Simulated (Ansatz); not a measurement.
C₂H₉BOSi: several calculations on one system

Part 1: Relaxation

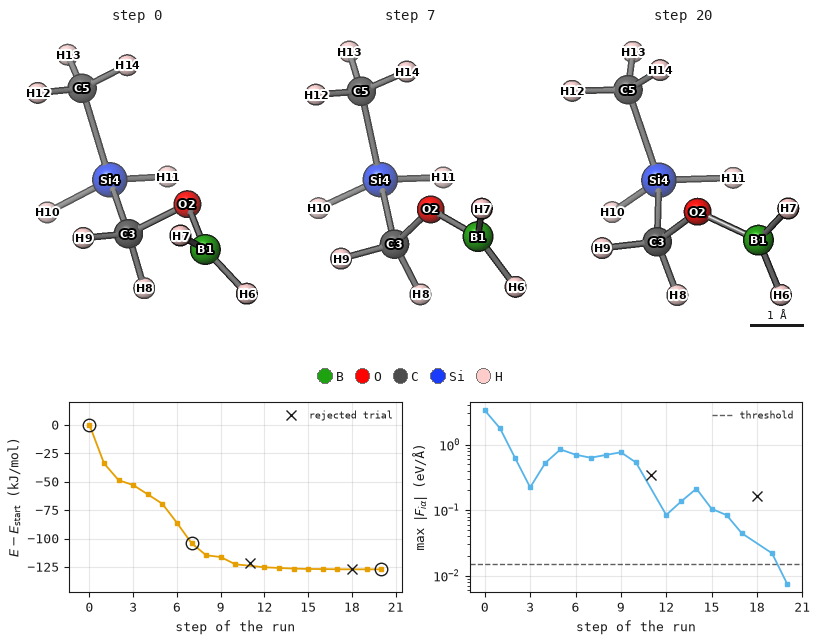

Frames of a relaxation of C2H9BOSi, marked on the history of the run. Style: ball-and-stick. Shown from a free direction.

The run prepares an end point of a later path (torsion) calculation, from a guessed geometry.

All numbers below come from RKS PBE-D4/def2-SVP (Ansatz). (no spin polarisation; force threshold 0.015 eV/Å; at most 40 steps)

Describe the path.

H7 moves most after the best rigid fit: 1.32 Å. By element the largest moves are H 1.32 Å, O 0.88 Å, C 0.37 Å, B 0.26 Å, Si 0.15 Å. Near-neighbour distances that change, for instance: Si4–H11 1.383 → 1.506 Å, B1–O2 1.449 → 1.351 Å, B1–H6 1.152 → 1.224 Å, C3–H8 1.155 → 1.114 Å. Bond angles that change, for instance: B1–O2–C3 107.4° → 123.0°, Si4–C3–H8 103.8° → 111.1°, H6–B1–H7 116.8° → 123.4°. Groups turn about B1–O2 by about 95°, O2–C3 by about 70°. The energy falls by 127.1 kJ/mol in 18 accepted moves (20 points after the start). Largest force component: 3.3 eV/Å at the start, 0.0075 eV/Å at the end. The line search rejected the trial steps at points 11, 18 of the run. Cost: 48 s on 2 threads of Arm Neoverse V2 (shared host), peak memory 0.15 GiB. From step 0 to 7: H7 moves most (0.76 Å), energy −104.1 kJ/mol. From step 7 to 20: H7 moves most (0.74 Å), energy −23.0 kJ/mol.

Part 2: Relaxation

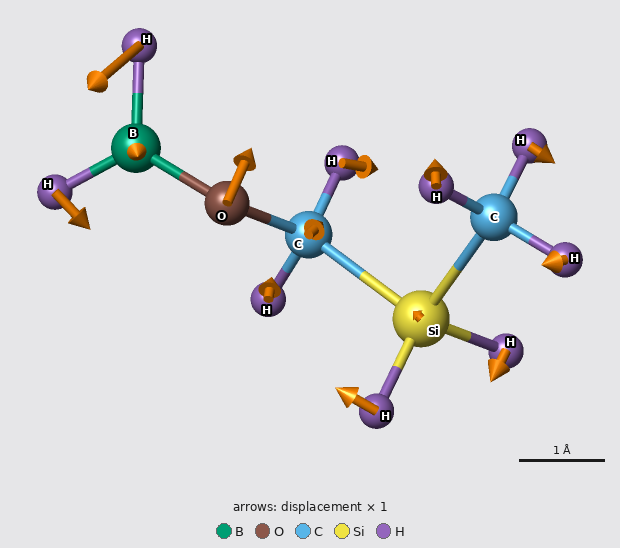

A relaxation of C2H9BOSi. The starting structure is drawn; orange arrows show the displacements, at their true length. The two geometries are superimposed by the best rigid fit.

Style: ball-and-stick. Shown at a tilt.

The run prepares an end point of a later path (torsion) calculation, from a guessed geometry.

Method: RKS PBE-D4/def2-SVP in Ansatz.

Input file:
```yaml
crystal:
  periodic: [false, false, false]
  atoms:
    - { symbol: B, position_ang: [-0.1844, 1.7254, 2.0388] }
    - { symbol: O, position_ang: [0.2314, 1.1358, 0.782] }
    - { symbol: C, position_ang: [0.0173, -0.251, 0.8775] }
    - { symbol: Si, position_ang: [0.7069, -1.0473, -0.6929] }
    - { symbol: C, position_ang: [-0.3743, -0.4283, -2.1427] }
    - { symbol: H, position_ang: [0.5187, 1.9588, 2.9206] }
    - { symbol: H, position_ang: [-1.3276, 2.132, 2.1262] }
    - { symbol: H, position_ang: [0.6948, -0.6646, 1.7161] }
    - { symbol: H, position_ang: [-1.0224, -0.4977, 1.0595] }
    - { symbol: H, position_ang: [0.4685, -2.5136, -0.561] }
    - { symbol: H, position_ang: [2.0414, -0.7395, -0.8864] }
    - { symbol: H, position_ang: [-0.07411, -0.92898, -3.06948] }
    - { symbol: H, position_ang: [-0.29907, 0.6403, -2.26619] }
    - { symbol: H, position_ang: [-1.43504, -0.73129, -1.93173] }
basis:
  gaussian: { orbitals: def2-SVP }
hamiltonian:
  xc: pbe
  dispersion: d4
relax:
  f_tol: 0.015
  max_steps: 40
output:
  orbitals: {}
```

Run as
```bash
ansatz run input.yaml --threads 2 --pin off --max-ram 3072MiB --backend cpu --events-out ev --progress --plain --runs-dir out
```

Question: What did the optimiser do to the structure, and how much energy did it gain?

Answer: Over 19 accepted moves (20 points after the start) the energy falls by 127.2 kJ/mol. Largest force component: 3.3 eV/Å at the start, 0.0029 eV/Å at the end. The line search rejected the trial step at point 11 of the run. H7 moves most after the best rigid fit: 1.32 Å. By element the largest moves are H 1.32 Å, O 0.88 Å, C 0.37 Å, B 0.26 Å, Si 0.14 Å. Some distances before and after: Si4–H11 1.383 → 1.506 Å, B1–O2 1.449 → 1.350 Å, B1–H6 1.152 → 1.224 Å, C3–H8 1.155 → 1.114 Å. Bond angles that change, for instance: B1–O2–C3 107.4° → 123.0°, Si4–C3–H8 103.8° → 111.0°, H6–B1–H7 116.8° → 123.4°. Groups turn about B1–O2 by about 95°, O2–C3 by about 65°.

Part 3: Path

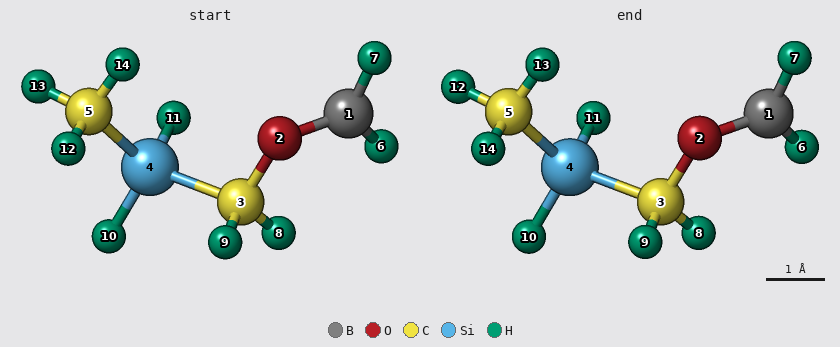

The two relaxed end points of a path for C2H9BOSi. A ball-and-stick model, seen from a free direction.

The calculation used RKS PBE-D4/def2-SVP in Ansatz.

Settings: 5 movable images; climbing image; force threshold 0.03 eV/Å; iteration limit 60.

Start:
```xyz
14

B    -0.0356    1.8108    1.8465
O    -0.5909    0.9007    1.0170
C    -0.2121   -0.4840    1.0101
Si    0.6635   -0.9097   -0.6411
C    -0.4382   -0.4336   -2.0946
H     0.8104    1.4698    2.6628
H    -0.4278    2.9568    1.7277
H     0.4399   -0.7204    1.8817
H    -1.1384   -1.0911    1.1101
H     0.9633   -2.3874   -0.6284
H     1.9650   -0.1525   -0.6853
H    -1.3693   -1.0359   -2.0991
H     0.0783   -0.5882   -3.0630
H    -0.7209    0.6355   -2.0155
```

End:
```xyz
14

B     0.0863    1.8622    1.7976
O    -0.5235    0.9730    0.9845
C    -0.2495   -0.4353    1.0201
Si    0.6000   -0.9732   -0.6116
C    -0.4588   -0.4643   -2.0859
H     0.8923    1.4825    2.6365
H    -0.2188    3.0297    1.6421
H     0.3790   -0.6943    1.9026
H    -1.2189   -0.9687    1.1311
H     0.7912   -2.4677   -0.5522
H     1.9531   -0.3138   -0.6709
H     0.0498   -0.6843   -3.0458
H    -0.6650    0.6240   -2.0404
H    -1.4302   -0.9990   -2.0787
```

Q: Predict the minimum-energy path and its barrier.

A: The barrier is about 0.063 eV in both directions, with image 2 at the top; the ends have the same energy. The motion is a rotation about the Si4–C5 bond by about 120°. No bond forms or breaks between the ends. The band converged in 15 iterations. The largest component of the band force went from 12 to 0.027 eV/Å. The climbing image converged on the top of the path. Its vibrational analysis gives one imaginary mode (159i cm⁻¹), as a transition state must have.

Energies of the converged images:

```
image  path (Å)  E (eV)
    0      0.00   0.000
    1      0.89   0.029
    2      1.79   0.063
    3      2.28   0.053
    4      2.77   0.028
    5      3.26   0.007
    6      3.75   0.000
```

The geometry at the top of the path:

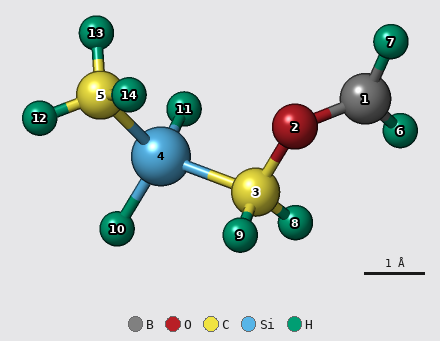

Cost: 3 min on 2 threads of Arm Neoverse V2 (shared host), peak memory 0.16 GiB.
